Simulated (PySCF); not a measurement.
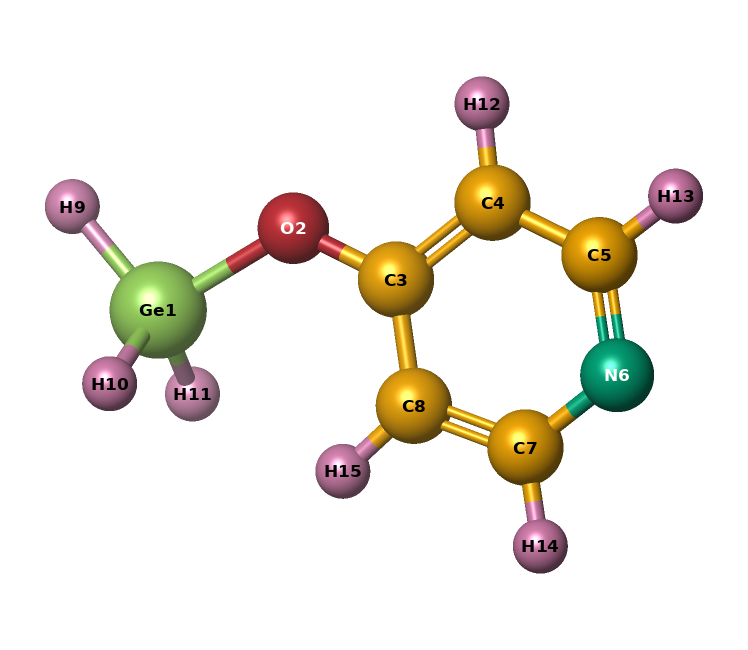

The geometry was computed by an optimisation with PBE0-D3(BJ)/def2-SVP. No frequency run is at hand to confirm it as a minimum. Level of theory: B3LYP/pcJ-1 (pcSseg-1 on Ge) indirect spin-spin coupling, non-relativistic, gas phase (PySCF 2.14.0). Isotopes: 13C, 1H, 15N, 17O.

Give the spin–spin coupling constants of these pairs, with the number of bonds between them: C5/N6, N6/H13, C3/N6, N6/H15, N6/H12.

```
   pair  bonds apart  J (Hz)
 C5, N6            1     0.6
N6, H13            2   −12.5
 C3, N6            3    −3.9
N6, H15            3    −1.1
N6, H12            3    −1.2
```
